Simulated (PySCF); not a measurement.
Consider C6H9FSi (SMILES CC1=C[SiH2]C(CF)=C1).

```tsv
atom	x (Å)	y (Å)	z (Å)
C	-2.5120	-0.8455	-0.0299
C	-1.2368	-0.0728	0.0337
C	-1.1320	1.2538	0.2177
Si	0.6730	1.7659	0.2247
C	1.1443	-0.0500	-0.0487
C	2.5273	-0.5755	-0.1730
F	2.5665	-1.9384	-0.3720
C	0.0307	-0.7889	-0.1139
H	-2.5291	-1.6045	0.7526
H	-2.5927	-1.3579	-0.9889
H	-3.3731	-0.1930	0.0940
H	-1.9994	1.8815	0.3385
H	1.0801	2.6177	-0.8937
H	1.1661	2.2795	1.5037
H	3.0458	-0.1224	-1.0275
H	3.1066	-0.3785	0.7380
H	0.0276	-1.8589	-0.2653
```

Geometry: GFN2-xTB.

All numbers below come from PySCF 2.14.0, PBE0/pcSseg-1, SCF density, gas phase, non-relativistic.

What can the converged electron density and electron localisation function tell about the bonding?

Answer. C–C (1.34 Å): the density is about 2.2 e/Å³ at the midpoint; the ELF peaks at about 0.90 between the atoms: a multiple bond.
C–F (1.38 Å): the density is about 2.1 e/Å³ at the midpoint, with its minimum of 1.6 e/Å³ about 0.5 Å from C; the ELF peaks at about 0.85 between the atoms (a polar covalent bond).
C–Si (1.88 Å): ρ is about 0.94 e/Å³ halfway; the ELF peaks at about 0.95 between the atoms, as expected for localised, covalent bonding.
C–H (1.08 Å): ρ at the midpoint is about 2 e/Å³; the ELF climbs to about 1 towards the hydrogen, as it does in any bond to H: a covalent bond by its length.

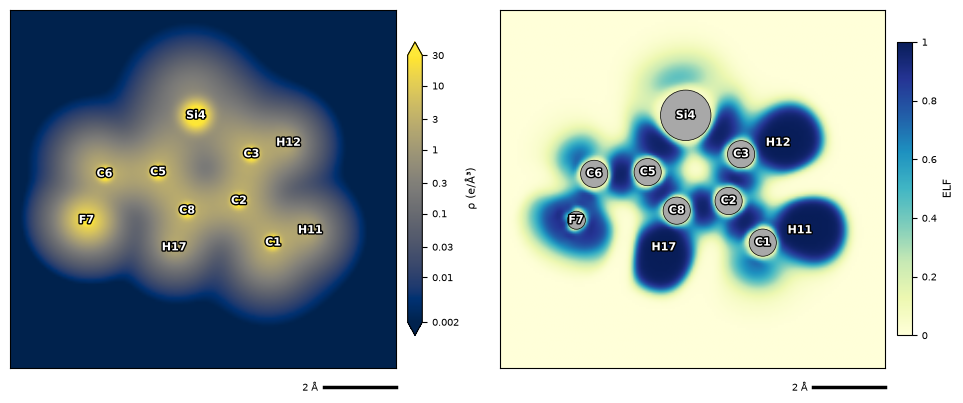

Computed electron density and electron localisation function on the plane of atoms C6, C5 and C8, in this order. Grey discs cover the atomic cores in the ELF map. 
